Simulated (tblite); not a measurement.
## Run report: C$_{5}$H$_{12}$O$_{2}$SSi, geometry relaxation (part 2 of 2)

Continued. System: C$_{5}$H$_{12}$O$_{2}$SSi. Method: GFN2-xTB geometry optimisation, gas phase (tblite 0.8.0). It belongs to a series of runs on one base structure; here: H on C replaced by OiPr.

Geometry of the input (Å):
```
C  -2.0712  1.2736  -0.3832
C  -1.6004  -0.0904  0.0682
C  -2.5726  -1.1790  -0.3466
O  -0.3430  -0.3931  -0.5480
C  0.7890  0.1267  0.1525
C  1.9737  0.2043  -0.8386
O  3.2001  0.5216  -0.1537
Si 3.3713  -0.3387  1.2771
S  1.3383  -0.9546  1.5188
H  -3.0752  1.5015  0.0274
H  -1.3960  2.0641  -0.0635
H  -2.1309  1.3244  -1.4741
H  -1.5129  -0.1137  1.1805
H  -2.6754  -1.2115  -1.4434
H  -3.5744  -0.9989  0.0885
H  -2.2277  -2.1608  -0.0223
H  0.5896  1.1321  0.5498
H  1.7904  0.9862  -1.5768
H  2.0978  -0.7221  -1.4044
H  4.2495  -1.5166  1.0835
H  3.7712  0.5617  2.3803
```

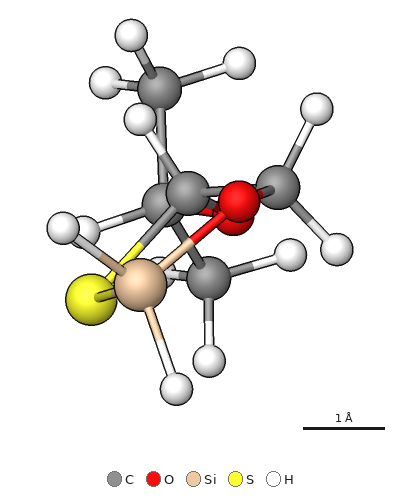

The geometry at step 62 of the log (ball-and-stick view, seen at an oblique angle).

Trajectory as extended XYZ, continued:
```
21
Properties=species:S:1:pos:R:3:forces:R:3 step=46 energy=-816.90424
C    -2.1156    1.2827   -0.3484   -0.0110   0.0120  -0.0030
C    -1.5719   -0.0842    0.0642   -0.0240  -0.0040   0.0090
C    -2.4978   -1.2055   -0.3876   -0.0190  -0.0190  -0.0050
O    -0.2960   -0.3261   -0.5383   -0.0180   0.0400  -0.0080
C     0.7861    0.2021    0.1165   -0.0180  -0.0420   0.0430
C     1.9717    0.2060   -0.8477   -0.0030   0.0100   0.0110
O     3.1887    0.2872   -0.1808    0.0140   0.0120   0.0050
Si    3.3344   -0.3948    1.2898   -0.0290   0.0050   0.0100
S     1.2617   -0.7995    1.6207    0.0140  -0.0090  -0.0140
H    -3.0758    1.4552    0.1292    0.0060   0.0050   0.0020
H    -1.4354    2.0795   -0.0568    0.0000   0.0020   0.0160
H    -2.2441    1.3179   -1.4274    0.0010  -0.0100  -0.0090
H    -1.4546   -0.1257    1.1560    0.0230  -0.0050   0.0080
H    -2.5841   -1.2004   -1.4706    0.0180   0.0070  -0.0100
H    -3.4829   -1.0713    0.0489   -0.0080   0.0000   0.0110
H    -2.0978   -2.1649   -0.0742    0.0150  -0.0090   0.0000
H     0.5943    1.2069    0.5159    0.0130   0.0110  -0.0450
H     1.8899    1.0663   -1.5174    0.0080   0.0160  -0.0230
H     1.9155   -0.7111   -1.4443    0.0250  -0.0180   0.0140
H     4.0822   -1.6383    1.2352   -0.0300   0.0030  -0.0010
H     3.8225    0.6352    2.1891    0.0220  -0.0080  -0.0110
21
Properties=species:S:1:pos:R:3:forces:R:3 step=54 energy=-816.90891
C    -2.1499    1.2757   -0.3240    0.0030   0.0090   0.0180
C    -1.5641   -0.0807    0.0644   -0.0040   0.0110  -0.0080
C    -2.4732   -1.2119   -0.3979    0.0080  -0.0040   0.0060
O    -0.2909   -0.2828   -0.5592    0.0050   0.0220   0.0190
C     0.7911    0.2461    0.0955    0.0120  -0.0330   0.0430
C     1.9891    0.1977   -0.8518    0.0040  -0.0010  -0.0160
O     3.1997    0.2765   -0.1734    0.0000   0.0310   0.0250
Si    3.3154   -0.4020    1.3006   -0.0240  -0.0220   0.0230
S     1.2283   -0.7198    1.6368    0.0060   0.0620  -0.0460
H    -3.1033    1.4157    0.1779    0.0060   0.0210  -0.0220
H    -1.4848    2.0864   -0.0358   -0.0010   0.0060   0.0000
H    -2.3011    1.3144   -1.4010    0.0030   0.0110   0.0380
H    -1.4276   -0.1357    1.1544   -0.0010  -0.0020  -0.0320
H    -2.5553   -1.1927   -1.4817   -0.0110  -0.0030   0.0190
H    -3.4586   -1.0896    0.0429    0.0030  -0.0350  -0.0210
H    -2.0617   -2.1706   -0.0971    0.0090  -0.0010   0.0090
H     0.6225    1.2724    0.4510   -0.0400  -0.0310   0.0110
H     1.9311    1.0386   -1.5477    0.0140   0.0140  -0.0380
H     1.9270   -0.7364   -1.4185   -0.0020  -0.0380  -0.0230
H     3.9802   -1.6913    1.2580    0.0150  -0.0180  -0.0010
H     3.8773    0.6067    2.1785   -0.0020   0.0020  -0.0050
21
Properties=species:S:1:pos:R:3:forces:R:3 step=62 energy=-816.91109
C    -2.1619    1.2782   -0.3103    0.0020  -0.0040  -0.0020
C    -1.5633   -0.0771    0.0632   -0.0020  -0.0010  -0.0050
C    -2.4624   -1.2166   -0.4006    0.0010   0.0020  -0.0020
O    -0.2917   -0.2664   -0.5701    0.0010  -0.0120   0.0130
C     0.7915    0.2624    0.0830   -0.0070  -0.0020   0.0160
C     1.9975    0.1943   -0.8557   -0.0080  -0.0010   0.0020
O     3.2000    0.2839   -0.1628    0.0020  -0.0040  -0.0040
Si    3.3071   -0.4090    1.3060   -0.0120   0.0030   0.0020
S     1.2140   -0.6777    1.6423   -0.0020   0.0070  -0.0200
H    -3.1150    1.4108    0.1940    0.0120   0.0010   0.0020
H    -1.5019    2.0933   -0.0221    0.0000  -0.0120   0.0020
H    -2.3200    1.3207   -1.3854    0.0070   0.0220   0.0030
H    -1.4178   -0.1399    1.1509   -0.0030   0.0050  -0.0090
H    -2.5468   -1.1941   -1.4838    0.0040  -0.0130   0.0030
H    -3.4508   -1.1115    0.0374    0.0080  -0.0040   0.0070
H    -2.0401   -2.1717   -0.1019    0.0120   0.0100  -0.0050
H     0.6201    1.2914    0.4267   -0.0010   0.0130  -0.0080
H     1.9531    1.0206   -1.5708   -0.0060   0.0070   0.0030
H     1.9383   -0.7508   -1.4065   -0.0030  -0.0150   0.0070
H     3.9438   -1.7143    1.2638   -0.0020   0.0050  -0.0070
H     3.8975    0.5904    2.1749   -0.0030  -0.0050   0.0030
21
Properties=species:S:1:pos:R:3:forces:R:3 step=69 energy=-816.91179
C    -2.1657    1.2803   -0.3048    0.0070  -0.0050   0.0040
C    -1.5629   -0.0757    0.0599   -0.0020   0.0060   0.0010
C    -2.4538   -1.2214   -0.4041    0.0090   0.0050   0.0030
O    -0.2907   -0.2618   -0.5723   -0.0080   0.0060  -0.0020
C     0.7903    0.2744    0.0786   -0.0070   0.0000  -0.0050
C     1.9981    0.1917   -0.8569   -0.0020  -0.0020   0.0020
O     3.2000    0.2783   -0.1629    0.0030   0.0020  -0.0020
Si    3.2995   -0.4123    1.3073    0.0080   0.0050   0.0000
S     1.2043   -0.6516    1.6457   -0.0080  -0.0010   0.0150
H    -3.1158    1.4065    0.2068    0.0060   0.0030  -0.0110
H    -1.5057    2.0933   -0.0109   -0.0010  -0.0070   0.0020
H    -2.3281    1.3356   -1.3788    0.0050  -0.0020   0.0090
H    -1.4181   -0.1391    1.1479    0.0030  -0.0020  -0.0090
H    -2.5398   -1.2011   -1.4873   -0.0060   0.0010   0.0070
H    -3.4414   -1.1275    0.0383    0.0090  -0.0060  -0.0040
H    -2.0171   -2.1703   -0.1068   -0.0050  -0.0020  -0.0040
H     0.6181    1.3082    0.4083    0.0070   0.0010  -0.0020
H     1.9607    1.0130   -1.5782   -0.0060  -0.0070  -0.0010
H     1.9338   -0.7591   -1.3978   -0.0080   0.0040  -0.0040
H     3.9206   -1.7250    1.2678   -0.0020  -0.0030  -0.0070
H     3.9050    0.5806    2.1722   -0.0020   0.0040   0.0080
21
Properties=species:S:1:pos:R:3:forces:R:3 step=77 energy=-816.91200
C    -2.1642    1.2808   -0.3037    0.0030   0.0000   0.0010
C    -1.5629   -0.0759    0.0592    0.0010   0.0020   0.0040
C    -2.4523   -1.2226   -0.4043    0.0030   0.0020   0.0020
O    -0.2911   -0.2599   -0.5738   -0.0010  -0.0010   0.0040
C     0.7893    0.2757    0.0780    0.0020   0.0020  -0.0010
C     1.9968    0.1899   -0.8568    0.0010   0.0000   0.0000
O     3.1983    0.2808   -0.1625    0.0010   0.0000  -0.0030
Si    3.2979   -0.4103    1.3079    0.0010   0.0000  -0.0040
S     1.2021   -0.6462    1.6487   -0.0040  -0.0010  -0.0010
H    -3.1156    1.4084    0.2045   -0.0010  -0.0030  -0.0050
H    -1.5036    2.0916   -0.0055    0.0010   0.0010   0.0010
H    -2.3225    1.3390   -1.3779    0.0020  -0.0020   0.0010
H    -1.4162   -0.1401    1.1465   -0.0020  -0.0030   0.0040
H    -2.5416   -1.2016   -1.4870   -0.0050   0.0040   0.0020
H    -3.4387   -1.1322    0.0409    0.0010   0.0000  -0.0020
H    -2.0134   -2.1712   -0.1092    0.0010  -0.0010  -0.0040
H     0.6201    1.3107    0.4055   -0.0040   0.0000  -0.0020
H     1.9572    1.0080   -1.5817    0.0030  -0.0010   0.0010
H     1.9321   -0.7625   -1.3949    0.0020   0.0010   0.0040
H     3.9162   -1.7245    1.2606   -0.0020   0.0020   0.0020
H     3.9031    0.5790    2.1777   -0.0020  -0.0010  -0.0040
```

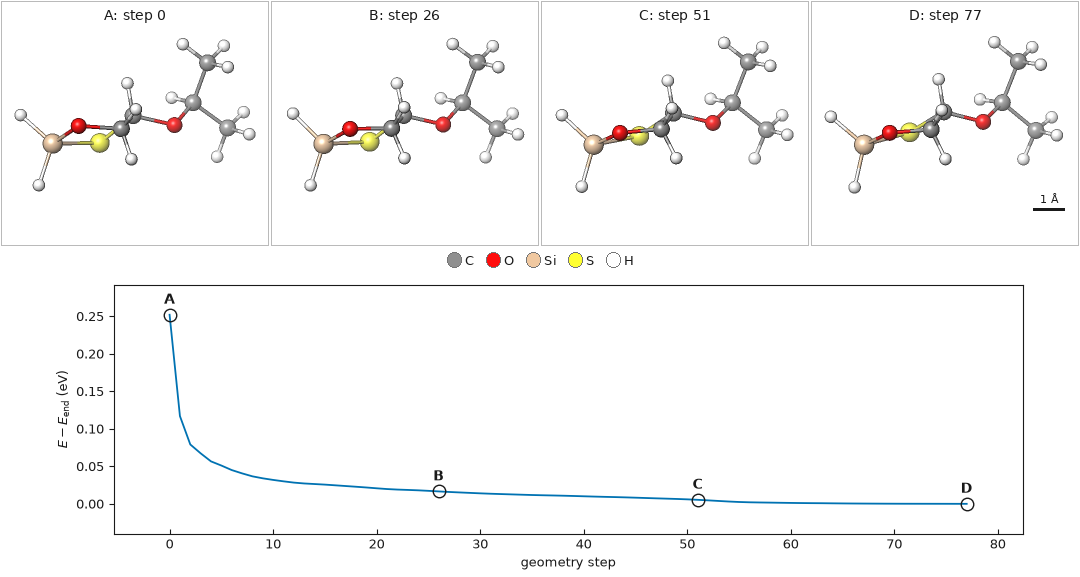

Frames of the relaxation (ball-and-stick view, seen at a tilt) above the curves, on which the letters mark them (steps are counted from 0).

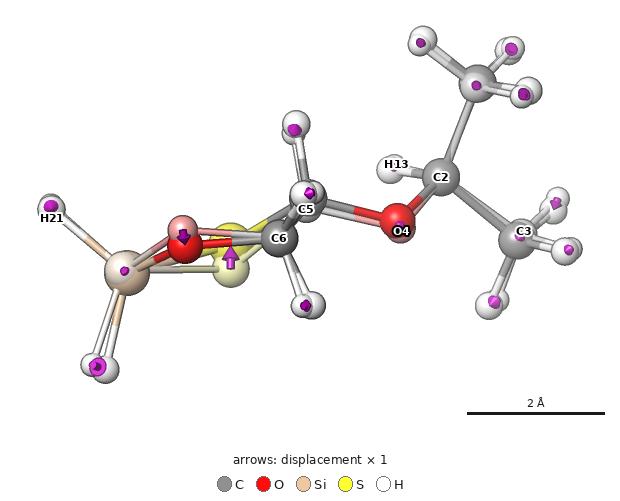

Start (faint) and end (solid) with the displacements as pink arrows, at true length (ball-and-stick view, seen at a tilt). The two geometries are laid on each other by the best rigid fit. Over 77 geometry steps the energy falls by 0.252 eV. The largest force component goes from 1.5 to 0.005 eV/Å. The atom that moves furthest after the best rigid fit is H20 (0.43 Å). By element the largest moves are H 0.43 Å, S 0.36 Å, O 0.24 Å, C 0.17 Å, Si 0.11 Å. Among the contacts that change: O4–C5 1.429 → 1.371 Å, O7–Si8 1.678 → 1.628 Å, C6–O7 1.440 → 1.391 Å, C5–S9 1.827 → 1.867 Å. Among the angles that change: C6–O7–Si8 112.3° → 118.4°, S9–C5–H17 109.0° → 104.4°, C5–C6–H19 112.1° → 107.6°. (Atoms are counted from 1 in the order of the input.)

Results in brief:

```tsv
quantity	value
outcome	converged
total energy	−816.9120 eV
hardware	1 CPU thread, shared host
wall time	1.3 s
peak memory	0.18 GiB
```
